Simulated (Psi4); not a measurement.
# wB97X/6-311+G(d,p) run of CH5FSi (SMILES C[SiH2]F)

Aim: the vertical electron affinity of CH5FSi at wB97X/6-311+G**, from 2 runs. 

Program for the calculation: Psi4 1.11.

3 further runs of the same task are left out: 3 set aside as unsound or not needed.

## (1) The system as given

The species is CH5FSi (8 atoms), meant as a singlet with charge 0. As SMILES, `C[SiH2]F`. The coordinates come from a PBE0-D4/def2-TZVP relaxation.

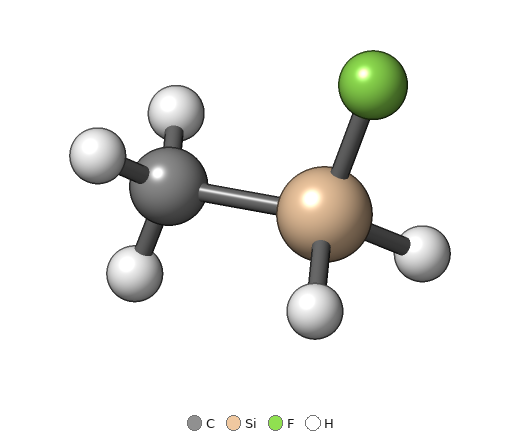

Viewed from a chosen angle; carbon grey, silicon light orange, fluorine green, hydrogen white.

## (2) Energy and forces at wB97X/6-311+G(d,p)

Input file run.py:

```python
import psi4

psi4.set_memory('1600 MB')
psi4.set_num_threads(1)
psi4.set_output_file('psi4.out', False)

geom = psi4.geometry("""
C     -0.521400     0.700300    -0.437000
Si     0.448400    -0.642000     0.395200
F      1.946500    -0.649600    -0.178800
H     -0.562400     0.542500    -1.517100
H     -1.546700     0.713200    -0.056500
H     -0.077200     1.680300    -0.248400
H      0.538700    -0.420800     1.860700
H     -0.133700    -1.981200     0.126000
symmetry c1
""")

psi4.set_options({
    'basis': '6-311+G**',
    'reference': 'rks',
    'puream': True,
    'e_convergence': 1e-09,
    'd_convergence': 1e-08,
    'scf_type': 'pk',
    'dft_radial_points': 99,
    'dft_spherical_points': 590,
})

e, wfn = psi4.gradient("wb97x", return_wfn=True)
psi4.oeprop(wfn, "DIPOLE", "LOWDIN_CHARGES", "WIBERG_LOWDIN_INDICES")
print('gradient / Eh bohr^-1')
print(e.np.round(6))
print(f'energy = {wfn.energy():.10f} Eh')
for k, v in sorted(psi4.core.scalar_variables().items()):
    print(f'{k:45s} {v:18.10f}')
```

The run is started by

```console
python run.py
```

psi4.out:

```text
[...]
  Running in c1 symmetry.
[...]
  Nuclear repulsion =  115.959115419017664
[...]
  Multiplicity = 1
[...]
  Nalpha       = 17
  Nbeta        = 17
[...]
    Number of basis functions: 104
[...]
   @RKS iter   1:  -430.35649183372243   -5.32292e-01   6.27518e-03 ADIIS/DIIS
[...]
   @RKS iter  10:  -430.52575905610274   -5.51950e-11   9.87663e-09 DIIS
[...]
    Orbital Energies [Eh]
    ---------------------
    Doubly Occupied:
       1A    -66.139028     2A    -24.719647     3A    -10.251141
       4A     -5.407764     5A     -3.766665     6A     -3.762235
       7A     -3.761687     8A     -1.307008     9A     -0.845743
      10A     -0.665853    11A     -0.567758    12A     -0.562924
      13A     -0.547025    14A     -0.523564    15A     -0.516190
      16A     -0.436578    17A     -0.432346
[...]
  @RKS Final Energy:  -430.52575905610274
   => Energetics <=
    Nuclear Repulsion Energy =            115.9591154190176638
    One-Electron Energy =                -825.5244067967521460
    Two-Electron Energy =                 307.3100120974433480
    DFT Exchange-Correlation Energy =     -28.2704797758115376
    Empirical Dispersion Energy =           0.0000000000000000
    VV10 Nonlocal Energy =                  0.0000000000000000
    Total Energy =                       -430.5257590561027428
[...]
  -Total Gradient:
     Atom            X                  Y                   Z
    ------   -----------------  -----------------  -----------------
       1       -0.000463267814    -0.000189747732     0.000296961536
       2        0.016649790965     0.001829088336    -0.008071541226
       3       -0.016484086391     0.000007708952     0.006366170794
       4        0.000251370771    -0.000265531221     0.000436524126
       5        0.000558278708    -0.000205825761    -0.000033707988
       6        0.000138643890    -0.000502403334     0.000148367465
       7       -0.000247103391    -0.000033667943     0.000797558981
       8       -0.000516754066    -0.000641635236     0.000106842480
[...]
 Multipole Moments:
 ------------------------------------------------------------------------------------
     Multipole            Electronic (a.u.)      Nuclear  (a.u.)        Total (a.u.)
 ------------------------------------------------------------------------------------
 L = 1.  Multiply by 2.5417464519 to convert [e a0] to [Debye]
 Dipole X            :          5.1930328           -5.9361325           -0.7430998
 Dipole Y            :         -2.1199902            2.3560107            0.2360204
 Dipole Z            :         -0.1039121            0.1798230            0.0759109
 Magnitude           :                                                    0.7833680
[...]
```

On the terminal:

```text
gradient / Eh bohr^-1
[[-4.6300e-04 -1.9000e-04  2.9700e-04]
 [ 1.6650e-02  1.8290e-03 -8.0720e-03]
 [-1.6484e-02  8.0000e-06  6.3660e-03]
 [ 2.5100e-04 -2.6600e-04  4.3700e-04]
 [ 5.5800e-04 -2.0600e-04 -3.4000e-05]
 [ 1.3900e-04 -5.0200e-04  1.4800e-04]
 [-2.4700e-04 -3.4000e-05  7.9800e-04]
 [-5.1700e-04 -6.4200e-04  1.0700e-04]]
energy = -430.5257590561 Eh
CURRENT ENERGY                                   -430.5257590561
CURRENT REFERENCE ENERGY                         -430.5257590561
DD SOLVATION ENERGY                                 0.0000000000
DFT FUNCTIONAL TOTAL ENERGY                      -430.5257590561
DFT TOTAL ENERGY                                 -430.5257590561
DFT VV10 ENERGY                                     0.0000000000
DFT XC ENERGY                                     -28.2704797758
GRID ELECTRONS ALPHA                               17.0000000505
GRID ELECTRONS BETA                                17.0000000505
GRID ELECTRONS TOTAL                               34.0000001009
NUCLEAR REPULSION ENERGY                          115.9591154190
ONE-ELECTRON ENERGY                              -825.5244067968
PCM POLARIZATION ENERGY                             0.0000000000
PE ENERGY                                           0.0000000000
SCF ITERATION ENERGY                             -430.5257590561
SCF ITERATIONS                                     10.0000000000
SCF TOTAL ENERGY                                 -430.5257590561
TWO-ELECTRON ENERGY                               307.3100120974
XC GRID RADIAL POINTS                              99.0000000000
XC GRID SPHERICAL POINTS                          590.0000000000
XC GRID TOTAL POINTS                           447831.0000000000
```

Wall time 25 s (1 thread of INTEL XEON PLATINUM 8581C at 2.10GHz (Emerald Rapids), shared host); peak memory 0.79 GiB.

## (3) The doublet anion, same level

Input file input.in:

```
memory 1.6 GB

molecule molecule1 {
  -1 2
  C     -0.521400     0.700300    -0.437000
  Si     0.448400    -0.642000     0.395200
  F      1.946500    -0.649600    -0.178800
  H     -0.562400     0.542500    -1.517100
  H     -1.546700     0.713200    -0.056500
  H     -0.077200     1.680300    -0.248400
  H      0.538700    -0.420800     1.860700
  H     -0.133700    -1.981200     0.126000
  symmetry c1
  no_reorient
  no_com
}

set {
  basis                6-311+G**
  reference            uks
  puream               true
  e_convergence        1e-09
  d_convergence        1e-08
  scf_type             pk
  dft_radial_points    99
  dft_spherical_points 590
  maxiter              200
}

result, w = gradient("wb97x", return_wfn=True)
oeprop(w, "WIBERG_LOWDIN_INDICES", "MULLIKEN_CHARGES", "MAYER_INDICES", title="WB97X")
print_variables()
```

The run is started by

```console
psi4 input.in input.out -n 1
```

input.out (excerpt; [...] marks lines left out):

```text
[...]
  Running in c1 symmetry.
[...]
  Nuclear repulsion =  115.959115419017664
[...]
  Multiplicity = 2
[...]
  Nalpha       = 18
  Nbeta        = 17
[...]
    Number of basis functions: 104
[...]
   @UKS iter   1:  -430.18690036044165   -3.62701e-01   7.23080e-03 ADIIS/DIIS
[...]
   @UKS iter  41:  -430.46145760538565   -5.72413e-11   5.66940e-09 DIIS
[...]
   @S^2 Observed:                7.508610377E-01
[...]
  @UKS Final Energy:  -430.46145760538565
   => Energetics <=
    Nuclear Repulsion Energy =            115.9591154190176638
    One-Electron Energy =                -830.9882444641602888
    Two-Electron Energy =                 312.8562008050692498
    DFT Exchange-Correlation Energy =     -28.2885293653122112
    Empirical Dispersion Energy =           0.0000000000000000
    VV10 Nonlocal Energy =                  0.0000000000000000
    Total Energy =                       -430.4614576053856467
[...]
 Multipole Moments:
 ------------------------------------------------------------------------------------
     Multipole            Electronic (a.u.)      Nuclear  (a.u.)        Total (a.u.)
 ------------------------------------------------------------------------------------
 L = 1.  Multiply by 2.5417464519 to convert [e a0] to [Debye]
 Dipole X            :        -38.7437918           35.6901235           -3.0536683
 Dipole Y            :         20.6599427          -19.0835883            1.5763544
 Dipole Z            :         -2.9906249            2.7709054           -0.2197194
 Magnitude           :                                                    3.4435534
[...]
  -Total Gradient:
     Atom            X                  Y                   Z
    ------   -----------------  -----------------  -----------------
       1        0.006731221803    -0.005704027242     0.002553908768
       2        0.012525544021     0.009008687145    -0.012983660332
       3       -0.021623842073    -0.001626420939     0.009846681376
       4       -0.001128552266    -0.000684733990    -0.000241727576
       5        0.000931566998    -0.001153184814     0.000673929572
       6       -0.000632667267     0.000511703663     0.001068196777
       7        0.001163577948    -0.001115733866    -0.001448821045
       8        0.001953155304     0.000732918227     0.000591617667
[...]
  Mulliken Charges: (a.u.)
   Center  Symbol    Alpha    Beta     Spin     Total
       1     C     3.02674  3.40016 -0.37341 -0.42690
[...]
```

Wall time 85 s (1 thread of INTEL XEON PLATINUM 8581C at 2.10GHz (Emerald Rapids), shared host); peak memory 0.79 GiB.

## (4) Summary of results

At wB97X/6-311+G**:

| quantity | value |
| --- | --- |
| singlet CH5FSi: total energy | -430.52576 Eh |
| singlet CH5FSi: dipole moment | 1.99 D |
| singlet CH5FSi: HOMO energy | -11.76 eV |
| singlet CH5FSi: LUMO energy | 1.66 eV |
| singlet CH5FSi: HOMO–LUMO gap | 13.43 eV |
| singlet CH5FSi: largest force on an atom | 0.956 eV/Å |
| doublet anion: total energy | -430.46146 Eh |
| doublet anion: HOMO energy (highest over α and β) | 1.66 eV |
| doublet anion: LUMO energy (lowest over α and β) | 4.32 eV |
| doublet anion: ⟨S²⟩ | 0.751 |
| doublet anion: largest force on an atom | 1.225 eV/Å |
| vertical electron affinity (to the doublet anion) | -1.750 eV |

In words: The anion lies 1.75 eV (40 kcal/mol) above the neutral: the electron isn't bound at this level, and such a value depends on the basis. The largest force (singlet CH5FSi) is 0.96 eV/Å: the shape isn't a stationary point for this species at this level. Mulliken charges (doublet anion) run from -0.51 on Si2 to +0.15 on H4; in a basis this large or diffuse they mean little. The HOMO (doublet anion) lies at positive energy, 1.66 eV; only total energies tell whether the electron is bound.
